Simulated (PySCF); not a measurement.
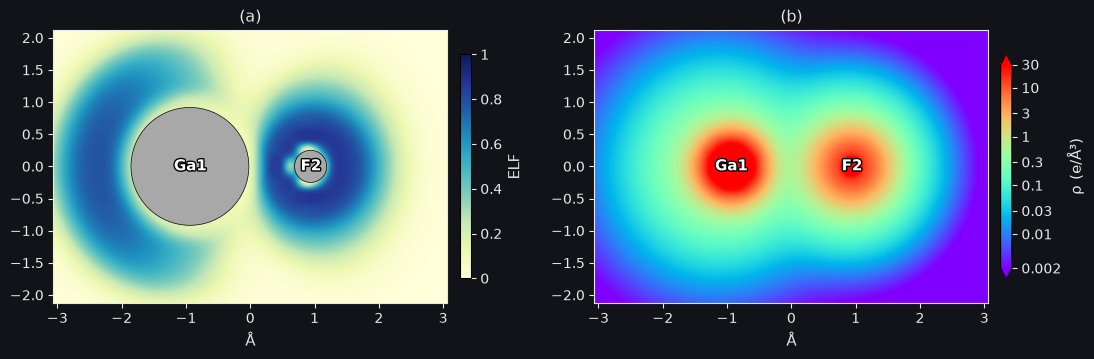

Figure. GaF (charge −1, doublet). (a) electron localisation function; (b) total electron density on a plane that holds the molecular axis. Grey discs cover the atomic cores in the ELF map.

All numbers below come from PySCF 2.14.0, PBE0/aug-cc-pVDZ(-PP), non-relativistic Hamiltonian with scalar-relativistic core potentials where named, at a bond length of 1.877 Å.

```yaml
atoms:
  - { symbol: Ga, position_ang: [0.0000, 0.0000, -0.4056] }
  - { symbol: F, position_ang: [0.0000, 0.0000, 1.4714] }
```

> Read the bonding off the picture.

The section cuts through Ga and F sites.
Ga–F (1.88 Å): ρ at the midpoint is about 0.62 e/Å³; the ELF peaks at about 0.85 in the valence shell of F, 0.6 Å from its nucleus, and is about 0.15 at the midpoint.
The ELF also peaks beside F2 and Ga1, away from the bonds: non-bonding electrons, paired or unpaired.
